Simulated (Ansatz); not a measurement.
# CH5AlBNO (SMILES B[N]1[AlH][CH]1O): what the fields show

| atom | x (Å) | y (Å) | z (Å) |
| --- | --- | --- | --- |
| B | 0.2356 | 1.2856 | 0.9338 |
| N | -0.1470 | -0.0332 | 0.6409 |
| Al | -0.6294 | -1.7503 | 0.8180 |
| C | -0.3594 | -0.5841 | -0.7266 |
| O | 0.8483 | -0.6227 | -1.4419 |
| H | 0.3879 | 1.6125 | 2.0899 |
| H | 0.3844 | 2.0895 | 0.0399 |
| H | -0.7738 | -2.8610 | 1.9231 |
| H | -1.1548 | -0.0652 | -1.2905 |
| H | 0.6465 | -0.8131 | -2.3676 |

Theory: RKS B3LYP-D4/def2-SVP in Ansatz 0.2.0.

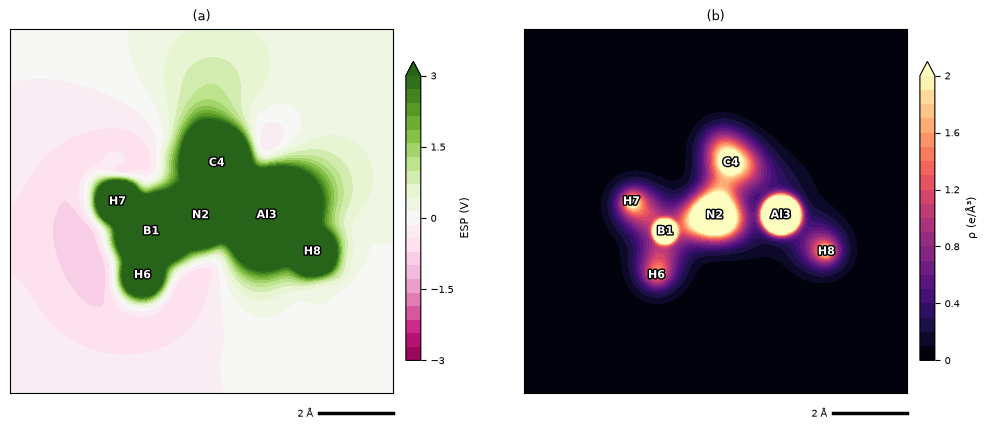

Figure 1. (a) electrostatic potential; (b) electron density on the plane of atoms N2, Al3 and H8.

> What do the fields say about this system?

The section cuts through B, N, Al, C and H sites. B–N (1.40 Å): ρ is about 1.9 e/Å³ halfway. C–N (1.49 Å): ρ at the midpoint is about 1.8 e/Å³. Al–N (1.79 Å): the density is about 0.75 e/Å³ at the midpoint. C–Al (1.95 Å): the density is about 0.62 e/Å³ at the midpoint. Outside the dense part of the molecule the potential is most negative (−1.0 V) near H7.

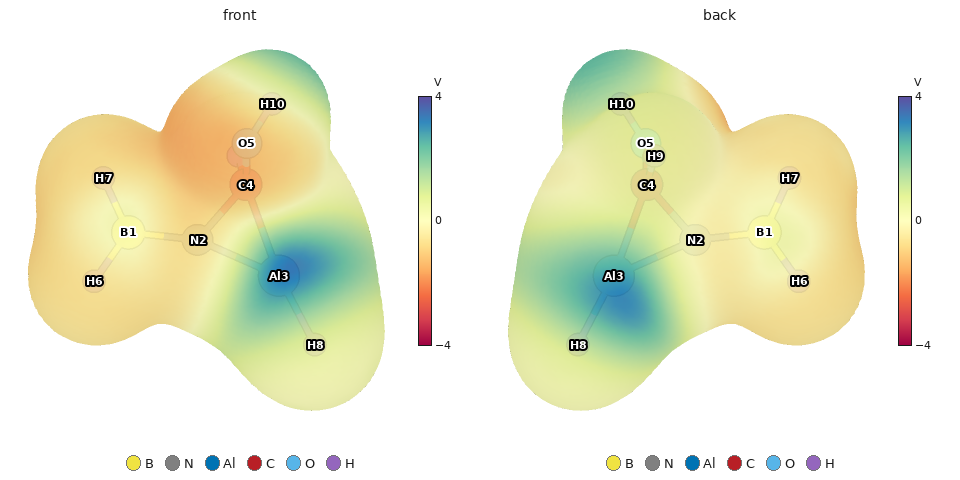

Figure 2. The electrostatic potential painted on the density surface at 0.002 e/bohr³, seen from the front and from behind; red is negative and blue positive.

> Which sites attract a positive test charge, and which a negative one?

A positive charge is drawn to the negative regions and a negative charge to the positive ones. The most negative region (about −1.6 V) lies over O5, the most positive (about +3.2 V) over Al3. O5 is the likeliest acceptor of a hydrogen bond.

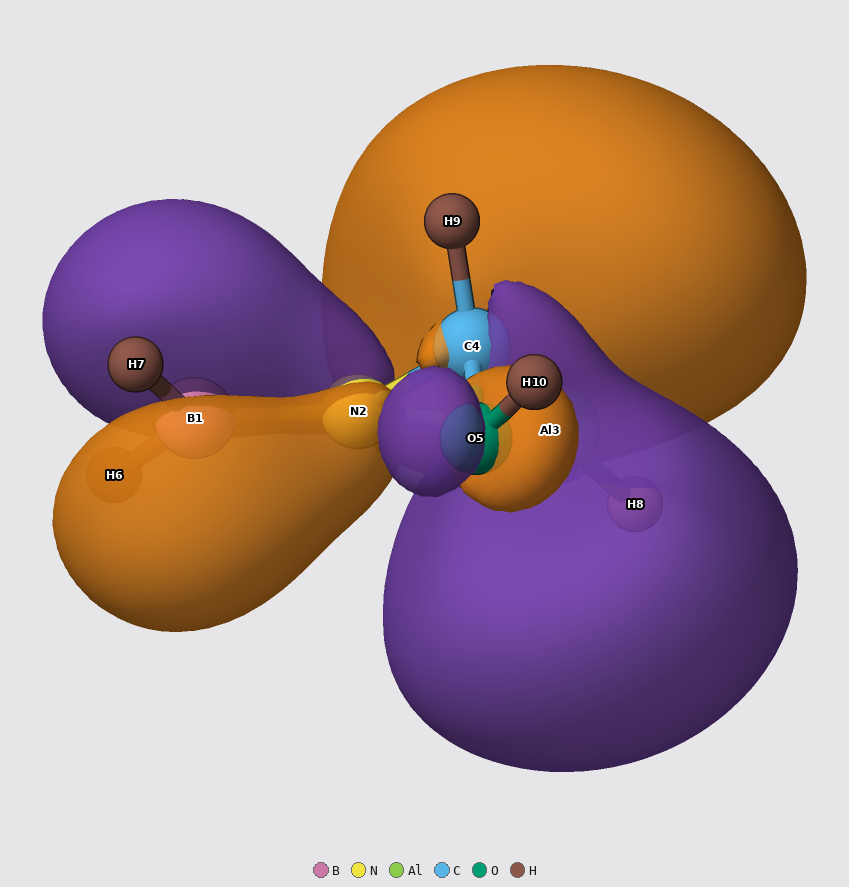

Figure 3. The LUMO at ±0.05 Å⁻³ᐟ² (orange and purple are the two phases), seen from one side.

> What is the character of this orbital?

By Hirshfeld shares it lies mainly on Al3 (about 70 %) and B1 (about 10 %). Its energy is −1.61 eV.
